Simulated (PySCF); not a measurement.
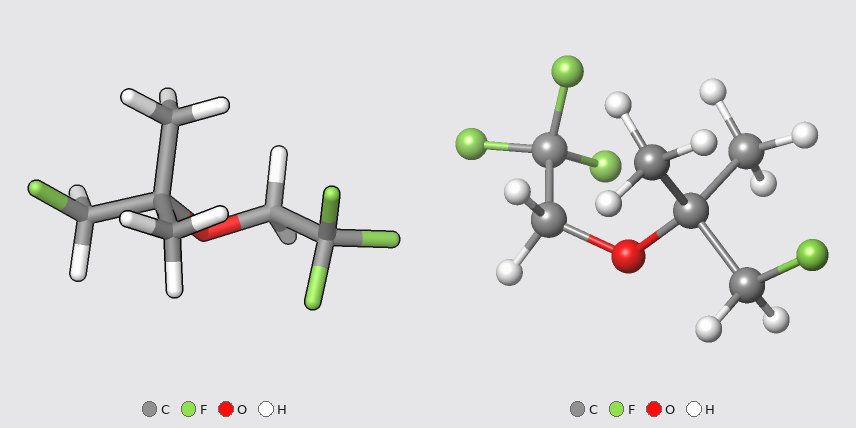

Both panels show the same species.

The computed structure is the end point of a GFN2-xTB optimisation. No frequency run is at hand to confirm it as a minimum.

Description:

Formula C6H10F4O. SMILES: `CC(C)(CF)OCC(F)(F)F`. It has no ring. Among its groups: ether, C–F bond. This geometry has C1 symmetry. Coordination: 6 C tetrahedral; 1 O bent.

More results for the same structure follow; atom numbers are the same in all pictures, views and colours differ.

**Geometry**

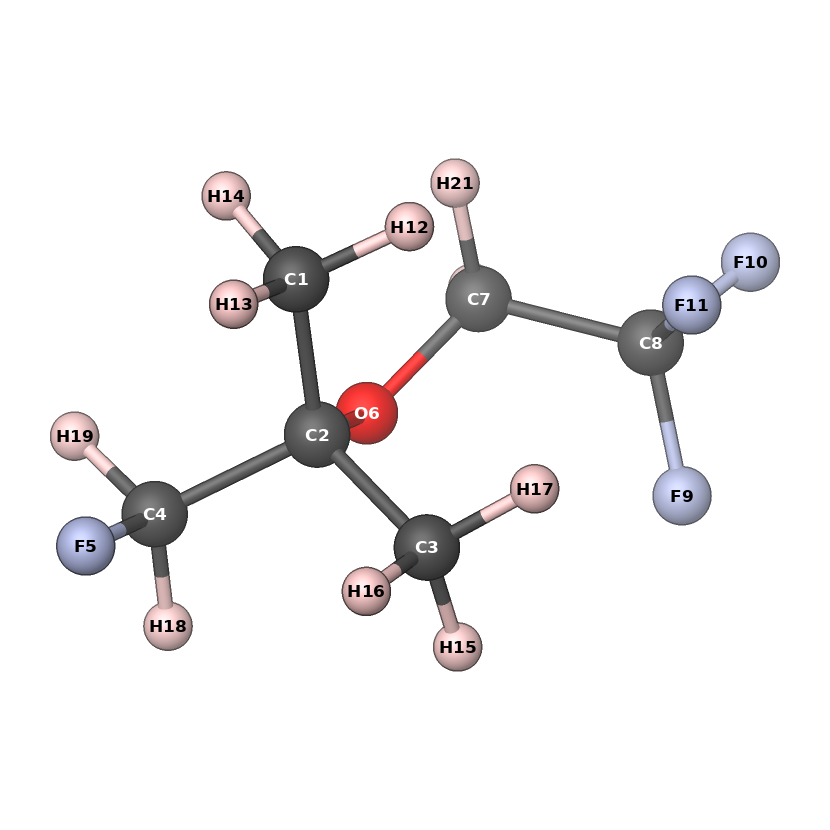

O6 lies behind C2. The molecule seen a little off the C2–O6 bond, C2 in front. Distant atoms are faded towards the background colour. No frequency run is at hand to confirm it as a minimum.

Question: What is the torsion angle C1–C2–O6–C7? The sign is positive where the front bond must turn clockwise to cover the back bond.

Answer: 40°, synclinal (gauche).

**NMR shielding**

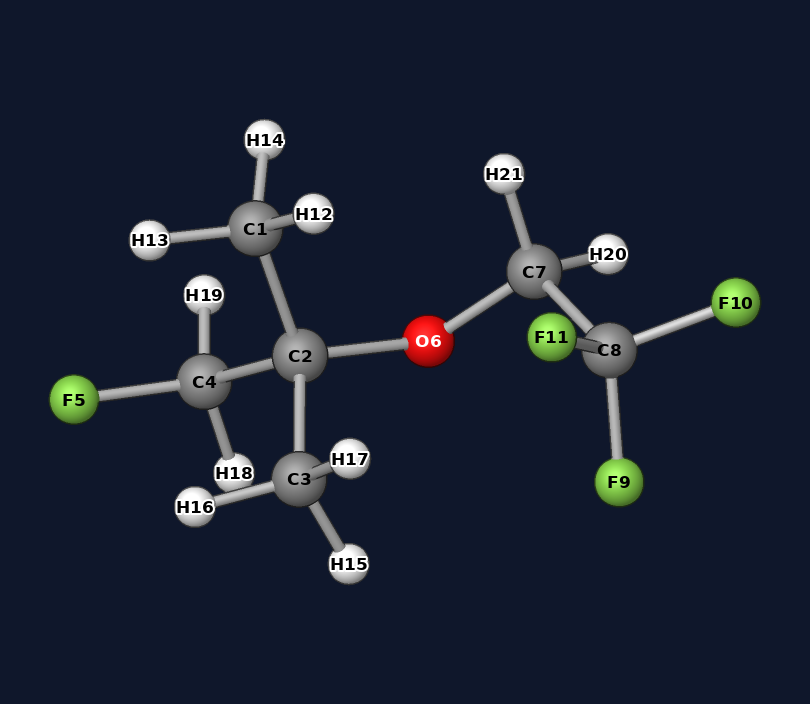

The questions are on isotropic NMR shieldings of the F atoms. No frequency run is at hand to confirm it as a minimum. Method: GIAO PBE0/pcSseg-1 NMR shielding, non-relativistic, gas phase (PySCF 2.14.0).

Question: Which F atom is the most shielded (lowest chemical shift)?

Answer: F5 (426.0 ppm).

Question: Which F atom is the least shielded (highest chemical shift)?

Answer: F11 (251.6 ppm).

Question: How wide is the range of F shifts?

Answer: 174.4 ppm.

Give the isotropic NMR shieldings of the F atoms atom by atom.

```json
{"atom": "F5", "σ (ppm)": "426.0"}
{"atom": "F9", "σ (ppm)": "261.5"}
{"atom": "F10", "σ (ppm)": "258.2"}
{"atom": "F11", "σ (ppm)": "251.6"}
```

**Electronic properties**

No frequency run is at hand to confirm it as a minimum. Method: PBE0/pcSseg-1, gas phase (PySCF 2.14.0).

Question: Give the HOMO energy (Kohn–Sham orbital) at this level.

Answer: −8.19 eV.

Question: Give the dipole moment at this level.

Answer: 1.67 D.

Question: What is the LUMO energy (Kohn–Sham orbital)?

Answer: 1.38 eV.

**Quadrupole coupling**

No frequency run is at hand to confirm it as a minimum. Electric field gradients from the ground-state density, PBE0/pcSseg-1 (PySCF 2.14.0), non-relativistic apart from any core potentials.

Give the largest field-gradient component, the quadrupole coupling constant and the asymmetry for 17O at O6 (Q = −25.6 mb), 2H at H12 (Q = 2.86 mb), 2H at H13 (Q = 2.86 mb).

```json
{"atom": "O6", "V_zz (a.u.)": "2.083", "e²qQ/h (MHz)": "−12.53", "η": "0.86"}
{"atom": "H12", "V_zz (a.u.)": "0.312", "e²qQ/h (MHz)": "0.210", "η": "0.01"}
{"atom": "H13", "V_zz (a.u.)": "0.313", "e²qQ/h (MHz)": "0.210", "η": "0.02"}
```

**Charges**

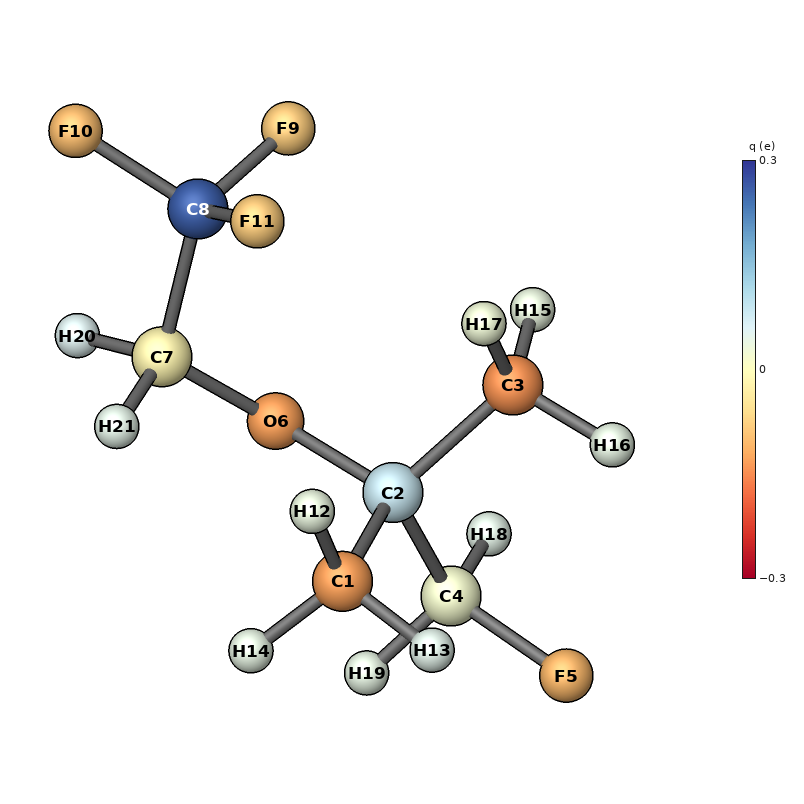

Atoms are coloured by their Hirshfeld charges. No frequency run is at hand to confirm it as a minimum. Properties computed with PBE0/pcSseg-1, gas phase (PySCF 2.14.0).

Question: Which atom carries the highest charge (most positive or least negative)?

Answer: C8 (0.26 e).

Question: And the lowest?

Answer: C3 (−0.14 e).

Give the Hirshfeld charges atom by atom.

```
atom  value (e)
  C1      −0.13
  C2       0.08
  C3      −0.14
  C4       0.02
  F5      −0.10
  O6      −0.13
  C7      −0.02
  C8       0.26
  F9      −0.08
 F10      −0.10
 F11      −0.08
 H12       0.04
 H13       0.05
 H14       0.04
 H15       0.04
 H16       0.04
 H17       0.03
 H18       0.04
 H19       0.04
 H20       0.06
 H21       0.05
```
